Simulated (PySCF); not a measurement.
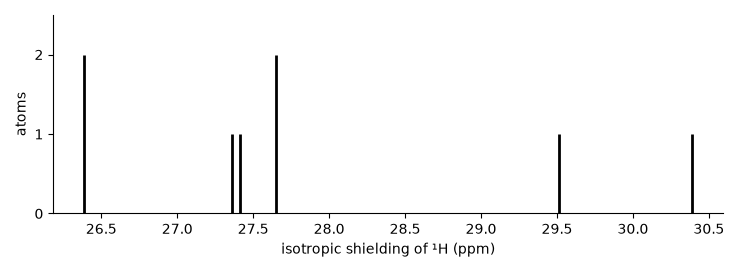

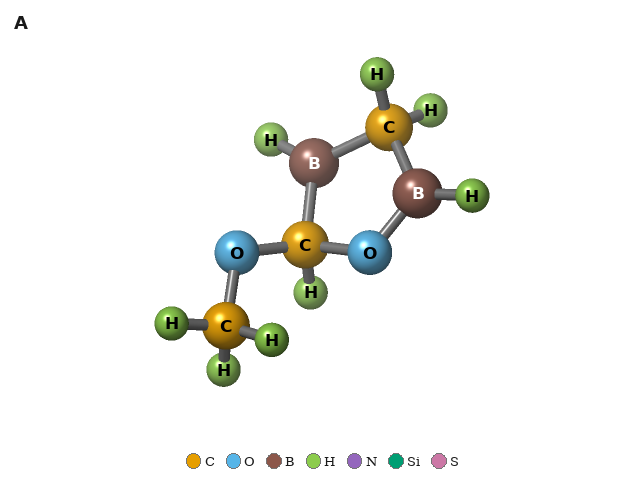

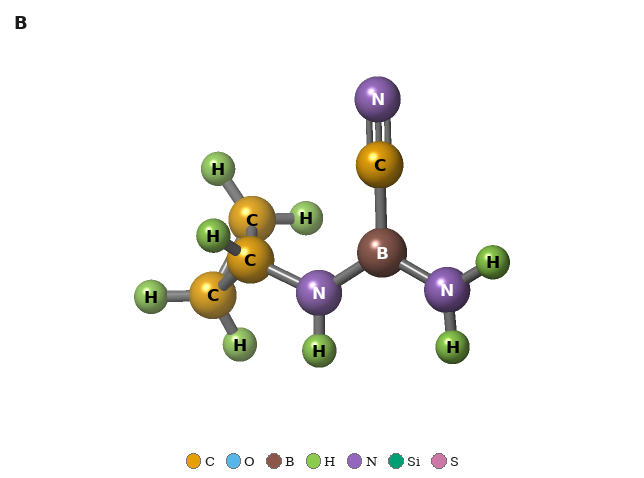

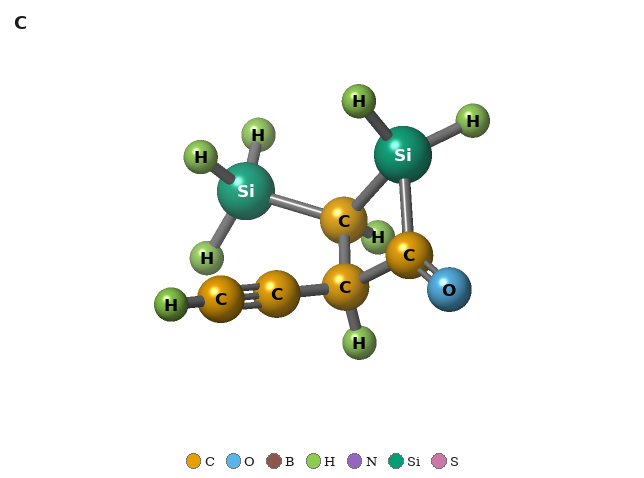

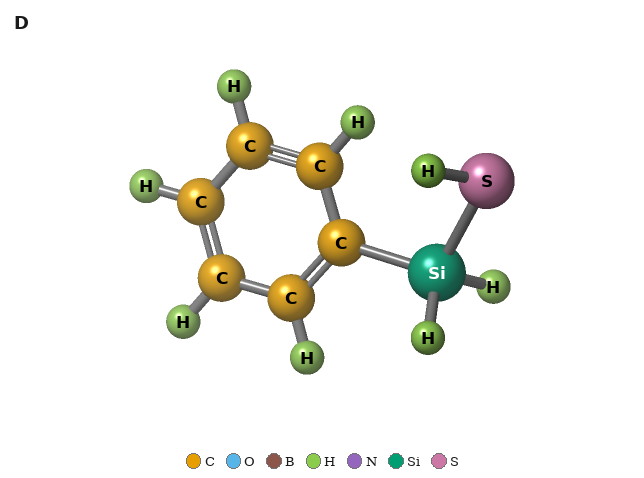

The sticks are computed shieldings of one of the molecules, for one fixed geometry (GFN2-xTB) without averaging over rotations. Low shielding means a high chemical shift. Method: GIAO PBE0/pcSseg-1 NMR shielding, non-relativistic, gas phase (PySCF 2.14.0).

Match the spectrum to a structure.

Answer. C, `C#C[C@@H]1C(=O)[SiH2][C@@H]1[SiH3]`. Its 8 H atoms give lines at 26.38 (2 atoms), 27.36, 27.41, 27.65 (2 atoms), 29.51, 30.39 ppm.

The geometry is semi-empirical. Around B, Si such bond lengths and angles can be off by a tenth of an ångström or more and by several degrees, and values that hang on the shape move with them.
